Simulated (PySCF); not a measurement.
# C₄H₇BCl₂Si: electronic excitations

Wanted: the electronic excitations of C₄H₇BCl₂Si (`CC=C=C[SiH2]B(Cl)Cl`), by calculation.

The runs use PySCF 2.14.0, with density-fitted response routines of our own; the level of theory stands in each step. All values are computed, except where a source is named. Atoms are numbered from 0 throughout.

## Step 1: Starting geometry

15 atoms, charge 0, multiplicity 1; geometry from: GFN2-xTB.

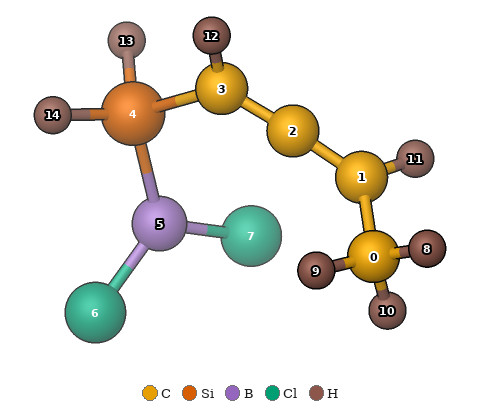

The starting geometry (carbon amber, silicon orange, boron purple, chlorine teal, hydrogen brown), atoms numbered; sticks join atoms by distance.

## Step 2: TDDFT and polarisability: PBE0/def2-SVPD

The job: settings as JSON, then the geometry in Å.

```
{"job": {"kind": "uv", "xc": "PBE0", "basis": "def2-SVPD", "nstates": 8, "ntriplets": 3}, "charge": 0, "multiplicity": 1}
C     -1.334584     2.064344     0.719306
C     -1.533790     0.584252     0.577452
C     -0.630454    -0.304255     0.854959
C      0.313459    -1.173815     1.052980
Si     1.507597    -1.734108    -0.306023
B      1.267506    -0.559500    -1.895224
Cl     2.525070     0.454492    -2.494957
Cl    -0.249278    -0.451553    -2.703262
H     -2.046811     2.474923     1.434792
H     -0.325747     2.287877     1.057683
H     -1.503016     2.553361    -0.240242
H     -2.510803     0.267843     0.234316
H      0.430597    -1.619488     2.032065
H      1.223471    -3.153901    -0.574753
H      2.862367    -1.682482     0.264927
```

Level: TDDFT PBE0/def2-SVPD, vertical, gas phase, core orbitals frozen in the response.

Run with:

```
$ OMP_NUM_THREADS=1 python probes_run.py task.json out
```

This one command runs all jobs of the session in turn.

Predict these results of the whole session: lowest singlet (PBE0/def2-SVPD); brightest single state of those computed; lowest triplet.

As calculated:

```
                                quantity                        value
         lowest singlet (PBE0/def2-SVPD)  3.93 eV (316 nm), f = 0.016
brightest single state of those computed  state 8, 6.51 eV, f = 0.048
                          lowest triplet                      3.66 eV
```

In words: The lowest singlet, at 3.93 eV, is HOMO→LUMO 0.99 and is weak; of the 8 states computed, the strongest absorption comes from state 8 at 6.51 eV (the last computed, so partners may be missing). The lowest triplet lies 0.26 eV below the lowest singlet (triplets in Tamm-Dancoff, singlets in full TDDFT).
